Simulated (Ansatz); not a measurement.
# C2H10ClNSi2: small, medium and large basis sets

How large a basis does C2H10ClNSi2 need? Two functionals are run in growing sets.

Computed with Ansatz 0.2.0, Gaussian basis. Level: one geometry, several basis sets.

Levels to be run: PBE0-D4/def2-SVP; ωB97M-V/def2-SVP; PBE0-D4/def2-QZVPP; ωB97M-V/def2-QZVPP; the functionals' def2-TZVPP values are taken from earlier runs.

### 1 The relaxed structure

The geometry comes from an earlier relaxation with PBE0-D4 in a triple-zeta def2 set; it is a stationary point, not always the lowest conformer.

SMILES `CN(C)[SiH]([SiH3])Cl`, 16 atoms, charge 0, spin multiplicity 1.

Atoms are counted from 1 here; the program's logs count them from 0.

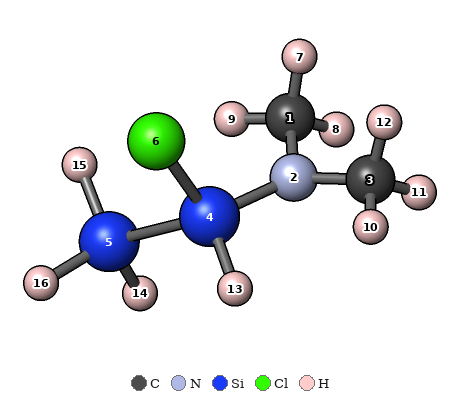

The geometry (carbon dark grey, nitrogen light blue, silicon blue, chlorine green, hydrogen pink); atoms are numbered from 1 in the order of the file.

### 2 PBE0-D4 in def2-SVP

Contents of in.yaml:

```yaml
crystal:
  periodic: [false, false, false]
  atoms:
    - {symbol: C, position_ang: [-0.235076, 0.351061, -1.547249]}
    - {symbol: N, position_ang: [0.063559, -0.596692, -0.499137]}
    - {symbol: C, position_ang: [0.438506, -1.901370, -0.996715]}
    - {symbol: Si, position_ang: [0.470899, -0.106486, 1.080604]}
    - {symbol: Si, position_ang: [-0.845291, 1.688991, 1.795230]}
    - {symbol: Cl, position_ang: [2.446311, 0.543940, 1.283687]}
    - {symbol: H, position_ang: [0.627171, 0.524540, -2.205393]}
    - {symbol: H, position_ang: [-1.063096, -0.012322, -2.167214]}
    - {symbol: H, position_ang: [-0.530490, 1.314858, -1.127020]}
    - {symbol: H, position_ang: [0.623923, -2.587122, -0.168113]}
    - {symbol: H, position_ang: [-0.367867, -2.321612, -1.609340]}
    - {symbol: H, position_ang: [1.345451, -1.861968, -1.615407]}
    - {symbol: H, position_ang: [0.377285, -1.308482, 1.944637]}
    - {symbol: H, position_ang: [-2.294235, 1.374055, 1.666305]}
    - {symbol: H, position_ang: [-0.545816, 2.902769, 0.988451]}
    - {symbol: H, position_ang: [-0.534232, 1.973239, 3.220875]}
basis:
  gaussian: {orbitals: def2-SVP}
hamiltonian: {xc: pbe0, dispersion: d4}
output: {orbitals: {seedname: orbitals}}
```

After this run come: ωB97M-V in def2-SVP; PBE0-D4 in def2-QZVPP; ωB97M-V in def2-QZVPP.

Before running them: what should the planned runs give, taken together? Wanted: PBE0-D4: double and triple zeta above quadruple; ωB97M-V: double and triple zeta above quadruple.

The runs gave:

| quantity | value |
| --- | --- |
| PBE0-D4: double and triple zeta above quadruple | 15.14, 1.12 eV |
| ωB97M-V: double and triple zeta above quadruple | 15.31, 1.07 eV |

What this shows: For PBE0-D4 the step from double to triple zeta gains 14.02 eV and the next only 1.12 eV. These are total energies; as a rule much of such shifts cancels in differences, which this series doesn't test. The LUMO of ωB97M-V is positive and keeps falling with the basis (2.09 to 1.44 eV): an unbound level that the basis holds in place.
